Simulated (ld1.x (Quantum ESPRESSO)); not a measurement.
# P: pseudopotential generation (part 2 of 2)

Continued. System: phosphorus (P, Z = 15), core [Ne], reference valence 3s2 3p3, valence charge 5. Method: ultrasoft potential, PBEsol, non-relativistic, made with ld1.x (Quantum ESPRESSO) 7.5.

### Output of the test run (extracts), continued
```
     ---------------------- Testing the pseudopotential ----------------------

     P

     atomic number is 15.00   valence charge is  5.00
     dft =PBESOL   lsd =0 sic =0 latt =0  beta=0.20 tr2=1.0E-14
     mesh =1147 r(mesh) = 101.18493 xmin = -7.00 dx = 0.01250

     n l     nl             e AE (Ry)        e PS (Ry)    De AE-PS (Ry)
     1 0     3S   1( 0.00)       -1.11519       -1.11799        0.00280
     2 1     3P   1( 5.00)       -0.48223       -0.48267        0.00044

     eps = 6.0E-15  iter = 12

     Etot =    -679.676861 Ry,    -339.838431 Ha,   -9247.474796 eV
     Etotps =   -25.341636 Ry,     -12.670818 Ha,    -344.790521 eV
     dEtot_ae =       1.247578 Ry
     dEtot_ps =       1.250289 Ry,   Delta E=      -0.002711 Ry

     Ekin =       5.548353 Ry,       2.774177 Ha,      75.489193 eV
     Encl =     -26.117197 Ry,     -13.058599 Ha,    -355.342571 eV
     Ehrt =       9.971078 Ry,       4.985539 Ha,     135.663434 eV
     Ecxc =     -17.001169 Ry,      -8.500584 Ha,    -231.312682 eV
     (Ecc =     -13.724370 Ry,      -6.862185 Ha,    -186.729561 eV)
     Epseu=       2.257298 Ry,       1.128649 Ha,      30.712105 eV

     ---------------------- End of pseudopotential test ----------------------

     ---------------------- Testing the pseudopotential ----------------------

     P

     atomic number is 15.00   valence charge is  5.00
     dft =PBESOL   lsd =0 sic =0 latt =0  beta=0.20 tr2=1.0E-14
     mesh =1147 r(mesh) = 101.18493 xmin = -7.00 dx = 0.01250

     n l     nl             e AE (Ry)        e PS (Ry)    De AE-PS (Ry)
     1 0     3S   1( 2.00)       -1.34472       -1.34492        0.00020
     2 1     3P   1( 2.50)       -0.70889       -0.70891        0.00002

     eps = 3.9E-16  iter =  7

     Etot =    -680.647648 Ry,    -340.323824 Ha,   -9260.683025 eV
     Etotps =   -26.315132 Ry,     -13.157566 Ha,    -358.035604 eV
     dEtot_ae =       0.276791 Ry
     dEtot_ps =       0.276793 Ry,   Delta E=      -0.000002 Ry

     Ekin =       4.353232 Ry,       2.176616 Ha,      59.228743 eV
     Encl =     -25.426409 Ry,     -12.713205 Ha,    -345.943920 eV
     Ehrt =       8.848017 Ry,       4.424009 Ha,     120.383408 eV
     Ecxc =     -16.955635 Ry,      -8.477817 Ha,    -230.693160 eV
     (Ecc =     -13.724370 Ry,      -6.862185 Ha,    -186.729561 eV)
     Epseu=       2.865663 Ry,       1.432831 Ha,      38.989325 eV

     ---------------------- End of pseudopotential test ----------------------

     ---------------------- Testing the pseudopotential ----------------------

     P

     atomic number is 15.00   valence charge is  5.00
     dft =PBESOL   lsd =0 sic =0 latt =0  beta=0.20 tr2=1.0E-14
     mesh =1147 r(mesh) = 101.18493 xmin = -7.00 dx = 0.01250

     n l     nl             e AE (Ry)        e PS (Ry)    De AE-PS (Ry)
     1 0     3S   1( 1.00)       -4.27437       -4.28238        0.00801  !
     2 1     3P   1( 0.00)       -3.49156       -3.49376        0.00220

     eps = 6.4E-15  iter =  6

     Etot =    -672.814663 Ry,    -336.407332 Ha,   -9154.109835 eV
     Etotps =   -18.476954 Ry,      -9.238477 Ha,    -251.391763 eV
     dEtot_ae =       8.109776 Ry
     dEtot_ps =       8.114971 Ry,   Delta E=      -0.005195 Ry

     Ekin =       1.020095 Ry,       0.510048 Ha,      13.879101 eV
     Encl =      -6.903233 Ry,      -3.451617 Ha,     -93.923271 eV
     Ehrt =       0.561024 Ry,       0.280512 Ha,       7.633121 eV
     Ecxc =     -14.472732 Ry,      -7.236366 Ha,    -196.911555 eV
     (Ecc =     -13.724370 Ry,      -6.862185 Ha,    -186.729561 eV)
     Epseu=       1.317892 Ry,       0.658946 Ha,      17.930840 eV

     ---------------------- End of pseudopotential test ----------------------
```

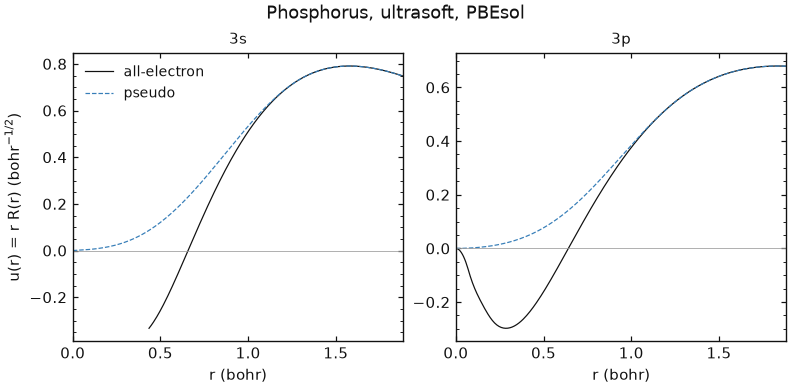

Fig. 1: Pseudo-waves (dashed) against the all-electron radial functions (solid). The innermost oscillations of some all-electron curves aren't drawn. Reference configuration 3s2 3p3.

- Matching radii: 3s at 1.30 bohr; 3p at 1.25 bohr. The curves merge smoothly, so the plot gives these only roughly.
- Nodes of the pseudo-waves: 3s has no node; 3p has no node.
- Cutoffs needed: 35 Ry (loose) and 40 Ry (tight), as the cutoffs, on a coarse ladder, from which the occupation-weighted sum of valence levels, in a spherical-Bessel basis at the reference potential, stays within 10 and 1 mRy of its value at 400 Ry. The potential isn't sound: its ghost test gives ghost states below the valence levels: p at -48.7 eV, s at -16.9 eV.

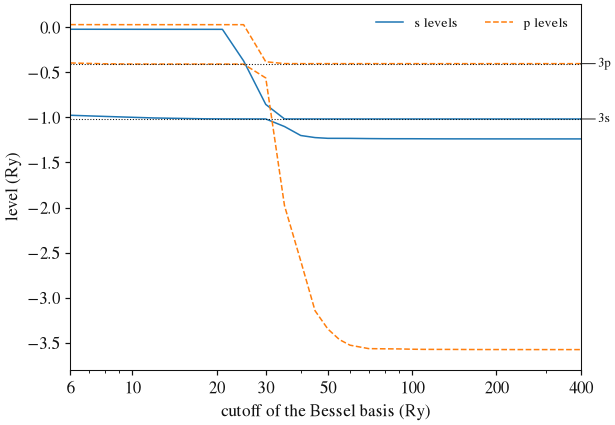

Fig. 2: The pseudo-atom Hamiltonian at the reference potential is diagonalised in spherical Bessel functions (20 bohr box) up to the cutoff. Curves: the lowest levels of each channel that holds a bound state. Dotted lines: the all-electron valence levels.

- Ghost states: below the valence levels: p at -48.7 eV, s at -16.9 eV. A ghost is a state of the pseudo-atom that lies below a valence level of its channel, or is bound in a channel without one, and matches no all-electron valence level; bound levels above the valence ones can be real empty states. In Ry: p -3.58, s -1.24.
- Onset of the ghost: the lowest p curve lies clearly below the lowest valence level of its channel from about 30 Ry on and ends at -3.58 Ry.
- All-electron valence levels: 3s: -1.02 Ry; 3p: -0.40 Ry.

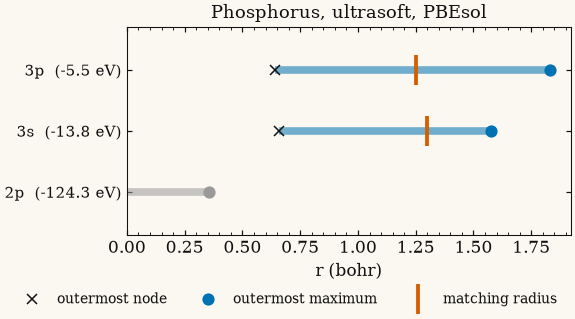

Fig. 3: Outer shells of the all-electron reference atom: each bar runs from the outermost node (or the nucleus) to the outermost maximum of u(r); the tick is the radius chosen for the pseudo-wave. Shells without a tick have no pseudo-wave of their own. Levels, nodes and maxima are from ld1.x, non-relativistic.

- Radii against the shells: 3s: 1.30 bohr, between node and maximum; 3p: 1.25 bohr, between node and maximum.

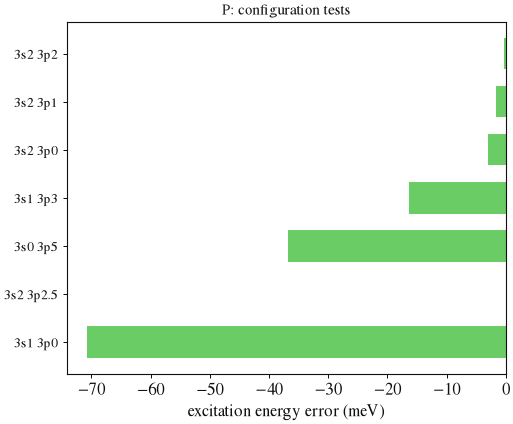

Fig. 4: Errors, all-electron minus pseudo, of the energies of valence configurations relative to the unpolarised reference 3s2 3p3.

- Worst configuration: 3s1 3p0 (charge +4): the error is -71 meV on an all-electron energy of +110.34 eV relative to the reference, or 0.064 %.
- Configurations within 10 meV and within 50 meV: 4 and 6 of 7.
- Errors in meV: 3s2 3p2: -0.3; 3s2 3p1: -1.7; 3s2 3p0: -3.0; 3s1 3p3: -16; 3s0 3p5: -37; 3s2 3p2.5: 0.0; 3s1 3p0: -71.

Outcome of the run: generated, with a ghost state.
